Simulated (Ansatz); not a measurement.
**BH2O2S: rigid scan of one bond length, by script**

How does the energy of BH2O2S change as one bond is stretched? A script is to give a rigid scan of one bond length; the system is BH2O2S. SMILES: OB(O)[S].

Program: Ansatz 0.2.0 through its Python package. Level of theory: r2SCAN0/6-31G*. These are calculated values, not measurements.

### Step 1. Starting point

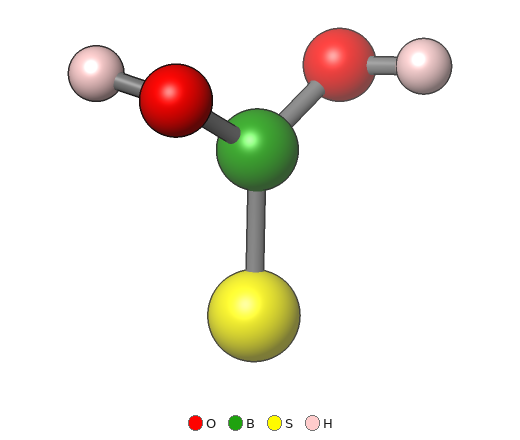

The starting structure, viewed from a chosen angle; oxygen red, boron green, sulfur yellow, hydrogen pink.

No structure file is read: the coordinates are typed or built in the script.

### Step 2. Script

File bh2o2s_scan.py:

```python
import ansatz as az
import matplotlib.pyplot as plt
import numpy as np

BASIS_SET = "6-31G*"
FUNCTIONAL = "R2SCAN0"


def main() -> None:
    geometry_ang = [
        ("O", (-0.2328, 1.2445, -0.3156)),
        ("B", (-0.183, -0.1422, -0.0447)),
        ("O", (1.024, -0.687, 0.4926)),
        ("S", (-1.5389, -1.2405, -0.3844)),
        ("H", (0.0313, 1.3745, -1.2811)),
        ("H", (0.9416, -0.6133, 1.487)),
    ]
    bh2o2s = az.Crystal.molecule()
    for symbol, xyz in geometry_ang:
        bh2o2s = bh2o2s.atom(symbol, xyz)

    symbols = [site.symbol for site in bh2o2s.cartesian_sites]
    start = np.array([site.position_ang for site in bh2o2s.cartesian_sites])
    axis = (start[3] - start[1]) / np.linalg.norm(start[3] - start[1])
    moving = [3]
    lengths, energies = [1.564, 1.635, 1.707, 1.778, 1.849, 1.92, 1.991, 2.098], []
    for length in lengths:
        xyz = start.copy()
        xyz[moving] += (length - np.linalg.norm(start[3] - start[1])) * axis
        point = az.Crystal.molecule()
        for symbol, place in zip(symbols, xyz):
            point = point.atom(symbol, place.tolist())
        model = point.calculation().basis(gaussian=BASIS_SET).functional(FUNCTIONAL).spin("collinear", total=1)
        summary = model.run().report
        energies.append(summary["free_energy_ev"])
        print(f"r = {length:6.3f} A  E = {energies[-1]:.5f} eV  <S^2> = {abs(summary['mean_field']['state']['spin_squared']):.3f}")

    fit = np.polynomial.Polynomial.fit(lengths, np.array(energies) - min(energies), 4).convert()
    roots = [r.real for r in fit.deriv().roots() if abs(r.imag) < 1e-9 and fit.deriv(2)(r.real) > 0]
    r_e = min(roots, key=lambda r: abs(r - lengths[int(np.argmin(energies))]))
    print(f"minimum of the fit at {r_e:.4f} A, force constant {fit.deriv(2)(r_e):.2f} eV/A^2")
    plt.figure(figsize=(4.5, 3))
    plt.plot(lengths, np.array(energies) - min(energies), "o-")
    plt.xlabel("bond length (A)")
    plt.ylabel("E - E(min) (eV)")
    plt.tight_layout()
    plt.savefig("scan.png", dpi=100)


if __name__ == "__main__":
    main()
```

### Step 3. What the engine is handed

The engine receives this input (first run):

```yaml
crystal:
  periodic: [false, false, false]
  atoms:
    - { symbol: O, position_ang: [-0.2328, 1.2445, -0.3156] }
    - { symbol: B, position_ang: [-0.183, -0.1422, -0.0447] }
    - { symbol: O, position_ang: [1.024, -0.687, 0.4926] }
    - { symbol: S, position_ang: [-1.3759228619834265, -1.1084859940382015, -0.3435685715877056] }
    - { symbol: H, position_ang: [0.0313, 1.3745, -1.2811] }
    - { symbol: H, position_ang: [0.9416, -0.6133, 1.487] }
basis:
  gaussian:
    orbitals: "6-31G*"
hamiltonian:
  xc: r2scan0
magnetization:
  spin_polarized: true
  initial_magnetization: 1.0
```

### Step 4. The run

On the command line:

```
$ python bh2o2s_scan.py
```

The log of the run:

```text
r =  1.564 A  E = -15634.31069 eV  <S^2> = 0.756
r =  1.635 A  E = -15634.77690 eV  <S^2> = 0.756
r =  1.707 A  E = -15635.02103 eV  <S^2> = 0.756
r =  1.778 A  E = -15635.09943 eV  <S^2> = 0.756
r =  1.849 A  E = -15635.06272 eV  <S^2> = 0.756
r =  1.920 A  E = -15634.94465 eV  <S^2> = 0.756
r =  1.991 A  E = -15634.77011 eV  <S^2> = 0.756
r =  2.098 A  E = -15634.43978 eV  <S^2> = 0.756
minimum of the fit at 1.7863 A, force constant 21.98 eV/A^2
```

Wall time 64 s (1 thread of Arm Neoverse V1, shared host); peak memory 0.3 GiB.

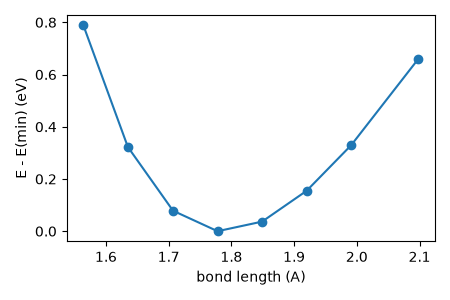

The script's own figure, scan.png.

### Step 5. Inputs of later runs

The engine's inputs for some of the other runs:

Run 3, against run 1:

```diff
@@ -7 +7 @@
-    - { symbol: S, position_ang: [-1.3759228619834265, -1.1084859940382015, -0.3435685715877056] }
+    - { symbol: S, position_ang: [-1.484994453584213, -1.196835672521234, -0.3708947900896506] }
```

Run 4, against run 1:

```diff
@@ -7 +7 @@
-    - { symbol: S, position_ang: [-1.3759228619834265, -1.1084859940382015, -0.3435685715877056] }
+    - { symbol: S, position_ang: [-1.539148880183205, -1.2407015968030193, -0.38446235312208477] }
```

Run 8, against run 1:

```diff
@@ -7 +7 @@
-    - { symbol: S, position_ang: [-1.3759228619834265, -1.1084859940382015, -0.3435685715877056] }
+    - { symbol: S, position_ang: [-1.7832251690800696, -1.4384071710307842, -0.4456119329865769] }
```

### Step 6. Run by run

One row for each of the 8 runs:

| run | distance (Å) | energy from run 4 (eV) | <S²> | SCF cycles | CPU time (s) |
| --- | --- | --- | --- | --- | --- |
| 1 | 1.56 | 0.7887 | 0.76 | 26 | 6.8 |
| 2 | 1.64 | 0.3225 | 0.76 | 23 | 6.2 |
| 3 | 1.71 | 0.0784 | 0.76 | 31 | 7.4 |
| 4 | 1.78 | 0.0000 | 0.76 | 29 | 7.7 |
| 5 | 1.85 | 0.0367 | 0.76 | 34 | 8.1 |
| 6 | 1.92 | 0.1548 | 0.76 | 35 | 8.4 |
| 7 | 1.99 | 0.3293 | 0.76 | 35 | 8.3 |
| 8 | 2.10 | 0.6597 | 0.76 | 40 | 9.3 |

### Step 7. Outcome

| quantity | value |
| --- | --- |
| bond length at the fit's minimum | 1.7863 Å |
| runs compared | 8 |
| range of energy | 0.789 eV |
| lowest point, distance (Å) | 1.78 |

**Reading.** The lowest point, at 1.78, lies inside the range. The ends stand 0.789 and 0.66 eV above it. The distance scanned is the script's pair 1, 3. The rest of the molecule is held rigid at a force-field or estimated start geometry, and the basis set is modest; single-reference methods fail as a bond breaks. The run takes the species as open-shell (spin multiplicity 2), which needn't be its ground state.
